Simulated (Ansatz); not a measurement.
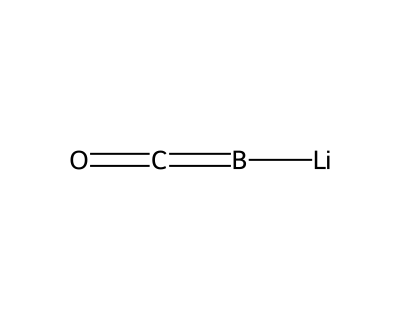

The drawing above gives the connectivity. The computed structure is the end point of a PBE0-D4/def2-TZVP optimisation. No frequency run is at hand to confirm it as a minimum.

What does the molecule look like in three dimensions?

Formula CBLiO. As SMILES it reads `[Li][B]=C=O`. This geometry has C∞v symmetry. All atoms lie on one line. Coordination: 1 B linear; 1 C linear.

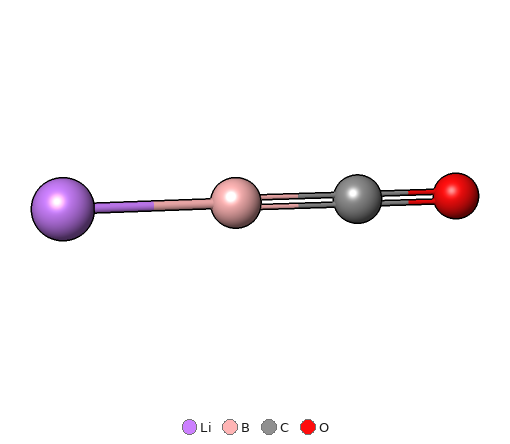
